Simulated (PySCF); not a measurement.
BH$_{2}$ (charge +1): frequency calculation

BH$_{2}$, charge +1, computed with RKS-based PBE0, B def2-TZVP, H def2-TZVP; non-relativistic Hamiltonian; density fitting (PySCF 2.14.0).

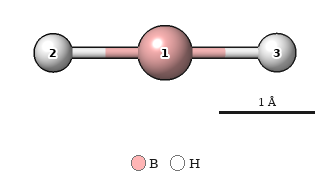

Figure 1. The input geometry (ball-and-stick view, seen on its broad side; atoms are numbered from 1 in the order of the input). Bond lengths as drawn: B–H 1.18 Å.

## The input
```python
from pyscf import gto, scf, dft
mol = gto.M(atom='''
B      0.000000     0.000000     0.000000
H     -0.000000     0.000000     1.179166
H      0.000000    -0.000000    -1.179166''',
    basis={'B': 'def2-TZVP', 'H': 'def2-TZVP'},
    charge=1, spin=0)
mf = dft.RKS(mol, xc='PBE0')
mf.grids.atom_grid = (75, 302)
aux = {'B': 'def2-universal-JKFIT', 'H': 'def2-universal-JKFIT'}
mf = mf.density_fit(auxbasis=aux)
mf.conv_tol = 1e-09
mf.diis_space = 10
mf.max_cycle = 60
mf.verbose = 4
mf.kernel()
```

The script is an equivalent of the set-up of the self-consistent field. The run itself was carried out by a driver, which started from the orbitals of the step before it where there was one and computed the further properties.

Machine: 2 threads of Intel Xeon (Sapphire Rapids), 64 GiB of memory available, shared host.

Run as:
```bash
OMP_NUM_THREADS=2 python axn.py task.json out
```

## The program's output
```
init E= -25.5876183413633
  HOMO = -0.753850999492323  LUMO = -0.396926207939267  gap/eV = 9.71242
cycle= 1 E= -25.5876183413637  delta_E= -3.45e-13  |g|= 4.41e-07  |ddm|= 1.61e-06
  HOMO = -0.753850854121678  LUMO = -0.396925964102054  gap/eV = 9.71242
Extra cycle  E= -25.5876183413637  delta_E= -5.33e-14  |g|= 1.71e-07  |ddm|= 6e-07
converged SCF energy = -25.5876183413637
```

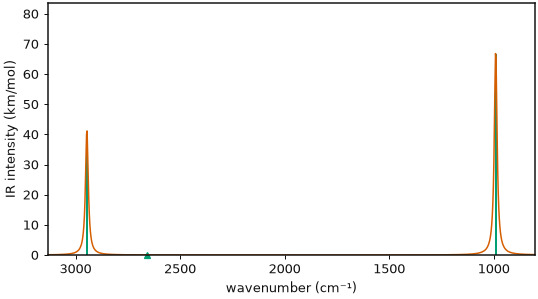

Figure 2. Harmonic infrared spectrum, unscaled: sticks (degenerate modes added up, dark ones marked on the axis) with a Lorentzian envelope of 16 cm⁻¹ full width, scaled to the tallest stick. 4 modes from 991 to 2946 cm⁻¹, none imaginary. The strongest line is at 991 cm⁻¹ (67 km/mol). All modes, in cm⁻¹ (km/mol): 991 (33), 991 (33), 2658 (0.0), 2946 (41).

## Summary

```tsv
quantity	value
outcome	converged
total energy	−25.587618 hartree
HOMO	−20.51 eV
LUMO	−10.80 eV
zero-point energy	0.017278 hartree
wavenumbers, lowest and highest	991 and 2946 cm⁻¹
wall time	3.6 s (CPU time 6.7 s)
peak memory	0.49 GiB
```
